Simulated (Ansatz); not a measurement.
Consider Na in the bcc (W type) structure (space group Im-3m, No. 229; a = 4.1993 Å; relaxed with 0.1 eV smearing).

Structures relaxed with PBE (Ansatz, a first-principles code), without spin-orbit coupling.

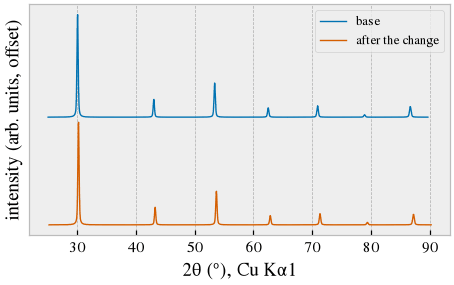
Figure. Simulated powder patterns before (top) and after one change

**Question.** Name the change that was made.
A. isotropic strain −0.50 %
B. isotropic strain +3.00 %
C. isotropic strain +1.50 %
D. isotropic strain +0.50 %

**Answer.** A, isotropic strain −0.50 %. Its volume per atom is 36.47 Å³ against 37.02 Å³, and its space group is Im-3m (No. 229).

Whether these cells are dynamically stable was not tested.
